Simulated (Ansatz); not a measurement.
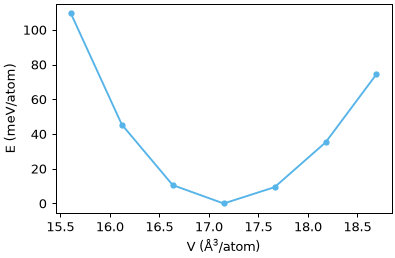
Pt (β-Sn type, space group No. 141) under volume change, PBE in the plane-wave PAW code Ansatz, shape and atoms relaxed at each volume.

**Question.** What does a third-order Birch–Murnaghan fit give for V₀, B₀ and B′?

**Answer.** V₀ = 17.15 Å³/atom, B₀ = 206 GPa, B′ = 5.4.

Space group I4_1/amd (β-Sn type). The cell is a constructed one: a structure type filled with these elements; neither database checked (COD, Materials Project) lists it. It is not the phase usual at ambient conditions (space group No. 225). Symmetry was held in the PBE relaxation; of distortions, only those at the zone centre were tested. The run is not spin-polarised. Scalar-relativistic: spin–orbit coupling is off unless named, which matters more the heavier the elements.

Potentials: the later of the program's two PAW sets.
